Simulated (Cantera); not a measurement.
A closed system holds: 1 mol Al2O3, 3.5 mol Cl2, 9.1 mol H2, equilibrated at 11.0 Pa.

These are equilibrium values from Cantera (NASA tables, ideal gas, pure condensed phases), not measurements of a reactor. Candidate condensed phases: Al, AlCl3, Al2O3, H2O; 29 gas species. The tables' values for AlCl2 are old estimates; treat these amounts as uncertain. Condensed phases not in the tables: AlOCl. The numbers say what is thermodynamically allowed, not how fast it happens.

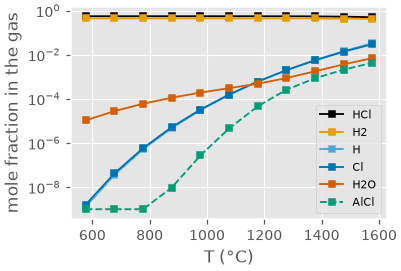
Figure: Equilibrium gas composition (values under 1e-9 drawn at 1e-9)

Question: Read off the mole fractions at 577 °C.

Answer: HCl about 0.56, H2 about 0.44, H2O about 1.1e-5.
